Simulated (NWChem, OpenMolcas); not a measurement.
Predicting a hybrid from its neighbours: AlClF2

The species is AlClF2 (4 atoms), meant as a singlet with charge 0. SMILES: `[F][Al]([F])[Cl]`. The coordinates come from a PBE0-D4/def2-TZVP relaxation.

The HOMO–LUMO gap y, in eV, basis def2-SVPD; a is the functional's share of exact exchange. Programs: NWChem 7.3.0, OpenMolcas 26.06.

| functional | program | a | y (eV) |
| --- | --- | --- | --- |
| BLYP | OpenMolcas | 0 | 6.00 |
| TPSS | OpenMolcas | 0 | 6.51 |
| B3LYP | OpenMolcas | 0.2 | 7.84 |
| PBE0 | NWChem | 0.25 | ? |
| BHLYP | OpenMolcas | 0.5 | 10.40 |

Problem. Fit y = c + s·a to the known rows and predict PBE0.

Solution. 
1. Means of the 4 rows: a = 0.1750, y = 7.688.
2. Σ(Δa)² = 0.1675, Σ(Δa·Δy) = 1.3868, so the slope is 1.3868/0.1675 = 8.2794.
3. Intercept: 7.688 − (8.2794) × 0.1750 = 6.239. The largest residual of the fit is 0.27.
4. PBE0: 6.239 + (8.2794) × 0.25 = 8.31 eV.

The run gave 8.48 eV, so the prediction is off by -0.17 eV, within the scatter of the fit. Exact exchange lowers occupied levels and raises empty ones. The rows mix families of semi-local functionals, which the line can't see.

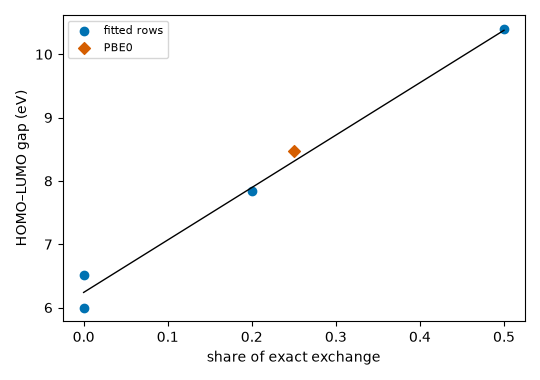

The fitted line, with the withheld row.
